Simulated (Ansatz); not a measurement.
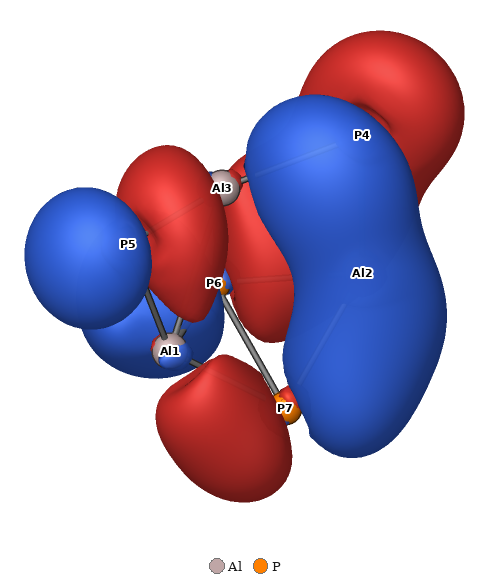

Figure 1: Al3P4 (charge −1, triplet). The HOMO−1 (β) at ±0.06 Å⁻³ᐟ² (blue and red are the two phases), seen at a tilt.

Geometry: r2SCAN-D4/def2-SVPD.

Method: Ansatz, UKS PBE0-D4/def2-TZVPD.

```xyz
7

Al   -1.3020   -0.4883   -1.1650
Al    0.5714    1.6518    0.7411
Al    0.8066   -1.0693    0.2690
P     2.4826    0.3205    0.9651
P     0.1366   -2.2076   -1.5826
P    -1.2203    0.0822    1.2557
P    -1.4749    1.7107   -0.4832
```

Describe this orbital and give its energy.

Answer. It lies mainly on P6 (about 25 %), P4 (about 20 %), Al2 (about 15 %), P7 (about 15 %), P5 (about 10 %) and Al3 (about 5 %). Its energy is −2.51 eV.
